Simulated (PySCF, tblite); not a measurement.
# C7H12OSSi: geometry, infrared bands, NMR shifts and electronic excitations

Wanted: the infrared bands, NMR shifts and electronic excitations of C7H12OSSi (`C[Si](C)(C)Oc1ccsc1`), by calculation.

Computed with tblite 0.8.0 and PySCF 2.14.0, with density-fitted response routines of our own, on a single molecule in the gas phase. Atoms count from 0, in the outputs and in this text.

**1. The starting structure**

22 atoms, charge 0, multiplicity 1; geometry from: force field or distance geometry start.

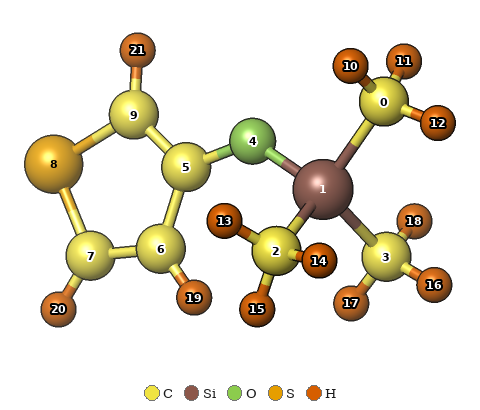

As it starts; carbon yellow, silicon brown, oxygen green, sulfur amber, hydrogen orange, atoms numbered.

**2. Geometry optimisation with GFN2-xTB**

What the job is given:

```
{"job": {"kind": "relax", "xc": "GFN2-xTB", "basis": "xTB"}, "charge": 0, "multiplicity": 1}
C     -2.416700     0.022200     1.504400
Si    -1.132700     0.041900     0.114100
C     -1.068100     1.717700    -0.771800
C     -1.451100    -1.354200    -1.141200
O      0.259300    -0.227400     0.976000
C      1.553800    -0.223900     0.618700
C      2.062100    -0.028100    -0.698400
C      3.420500    -0.069200    -0.740300
S      4.115700    -0.352400     0.802700
C      2.552900    -0.408100     1.537000
H     -2.311400     0.868300     2.174100
H     -2.368300    -0.882500     2.103300
H     -3.427900     0.078000     1.092400
H     -0.544000     2.459100    -0.181000
H     -2.077900     2.115400    -0.959700
H     -0.576100     1.660100    -1.723600
H     -2.387900    -1.205000    -1.653000
H     -0.666300    -1.434600    -1.881500
H     -1.508100    -2.324400    -0.631800
H      1.429000     0.129500    -1.537400
H      4.050100     0.046200    -1.592700
H      2.461700    -0.570300     2.587300
```

The run is started by

```console
OMP_NUM_THREADS=1 python probes_run.py task.json out
```

One launch serves the whole session: the jobs run in the order shown.

**Question.** This job is followed by: GFN2-xTB harmonic vibrations, gas phase; PBE0-D3(BJ)/def2-SVP geometry optimisation, gas phase; GIAO PBE0/pcSseg-1 NMR shielding, non-relativistic, gas phase; TDDFT CAM-B3LYP/def2-SVPD, vertical, gas phase, core orbitals frozen in the response; GIAO wB97X-D/pcSseg-1 NMR shielding, non-relativistic, gas phase. What will the session give for the following? strongest single infrared mode (GFN2-xTB); zero-point energy (GFN2-xTB); point group; rotational constants (main isotopes); 13C shifts against TMS (PBE0/pcSseg-1, means over atoms taken as alike); 1H shifts against TMS (PBE0/pcSseg-1, means over atoms taken as alike); 29Si shifts against TMS (PBE0/pcSseg-1); 17O shifts against H2O (PBE0/pcSseg-1); 33S shifts against CS2 (PBE0/pcSseg-1); lowest singlet (CAM-B3LYP/def2-SVPD); brightest single state of those computed; lowest triplet; vertical ionisation energy (ΔSCF); range of the shift of O4.

**Answer**, as computed:

```
                                                               quantity                                value
                              strongest single infrared mode (GFN2-xTB)                 891 cm⁻¹, 284 km/mol
                                           zero-point energy (GFN2-xTB)                       106.9 kcal/mol
                                                            point group                                   C1
                                   rotational constants (main isotopes)                 2.23, 0.50, 0.47 GHz
13C shifts against TMS (PBE0/pcSseg-1, means over atoms taken as alike)  159.0, 131.3, 122.7, 111.1, 0.0 ppm
 1H shifts against TMS (PBE0/pcSseg-1, means over atoms taken as alike)           6.90, 6.61, 6.34, 0.28 ppm
                                29Si shifts against TMS (PBE0/pcSseg-1)                             24.9 ppm
                                 17O shifts against H2O (PBE0/pcSseg-1)                            116.5 ppm
                                 33S shifts against CS2 (PBE0/pcSseg-1)                              172 ppm
                                   lowest singlet (CAM-B3LYP/def2-SVPD)          5.26 eV (236 nm), f = 0.105
                               brightest single state of those computed          state 9, 6.89 eV, f = 0.169
                                                         lowest triplet                              3.57 eV
                                      vertical ionisation energy (ΔSCF)                              8.03 eV
                                               range of the shift of O4                   108.7 to 116.5 ppm
```

Relaxing lowered the energy by 0.024 eV in 13 steps; the close pair that moved most is C2–H14, from 1.101 to 1.085 Å (GFN2-xTB). All 60 modes are real, so the xTB geometry is a minimum. The strongest single mode, at 891 cm⁻¹, is spread over many atoms; the largest shares are those of Si1, C9. GFN2-xTB is a fitted tight-binding method: band positions and strengths are rough. Its intensities can rank the bands wrongly. The optimisation took 11 steps and gained 0.152 eV; among the close pairs (by a distance rule), Si1–O4 changed most, from 1.646 to 1.693 Å (PBE0/def2-SVP). At PBE0/pcSseg-1: Shielding is most anisotropic at S8 (span 280 ppm, paramagnetic term -732 ppm). NICS(1)zz of -25 ppm above the planar ring from C5 marks a diatropic (aromatic) ring current. The lowest singlet, at 5.26 eV, is HOMO→LUMO 0.94 and is bright; of the 10 states computed, the strongest absorption comes from state 9 at 6.89 eV. The lowest triplet lies 1.69 eV below the lowest singlet (triplets in Tamm-Dancoff, singlets in full TDDFT). ΔSCF puts the ionisation energy at 8.03 eV, 0.63 eV above −ε(HOMO). Across the 2 runs the shift of O4 moves most, between 108.7 (wB97X-D/pcSseg-1) and 116.5 ppm (PBE0/pcSseg-1).
